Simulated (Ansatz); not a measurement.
Strength of the O–Si bond: CH8O2Si2 → SiH2(OH)(SiH2) + CH3O

Species: CH8O2Si2 `CO[SiH2][SiH2]O`, singlet; SiH2(OH)(SiH2), doublet; CH3O `C[O]`, doublet. 

Shapes, held fixed at every level: PBE0-D4/def2-TZVP. Flexible molecules stand in one conformer, not always the lowest. Programs: Ansatz 0.2.0. Electronic energies: no zero-point or thermal term.

```
               level                   kind  ΔE (kJ/mol)  less CCSD(T)/CBS estimate
       HF/def2-TZVPP           Hartree–Fock       +335.0                     -135.2
  PBE0-D4/def2-TZVPP          global hybrid       +431.4                      -38.8
   B2PLYP/def2-TZVPP          double hybrid       +447.8                      -22.4
      MP2/def2-TZVPP    perturbation theory       +492.4                      +22.2
  CCSD(T)/def2-TZVPP  coupled cluster or CI       +454.1                      -16.1
     CCSD/def2-TZVPP  coupled cluster or CI       +445.5                      -24.7
CCSD(T)/CBS estimate  coupled cluster or CI       +470.2                        0.0
```

The highest level, CCSD(T)/CBS estimate, gives ΔE = +470.2 kJ/mol; the levels span +335.0 to +492.4. The column of differences is taken from that level and isn't an error. Hartree–Fock misses the correlation of the pair that is broken and comes out low. No measured value is set beside it here. Open shells run unrestricted unless RO is named. The CBS estimate extrapolates MP2 from def2-TZVPP and def2-QZVPP and adds CCSD(T) − MP2 in the triple-zeta set, cores frozen.

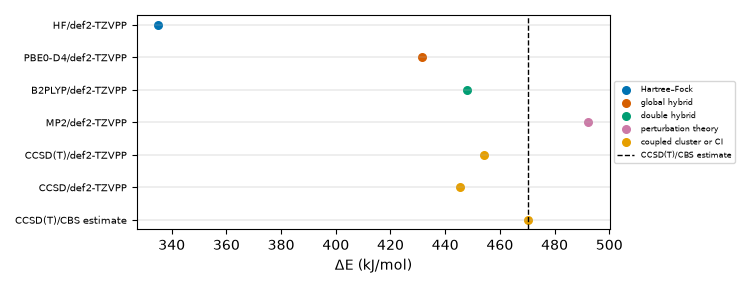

The values of the table, level by level.
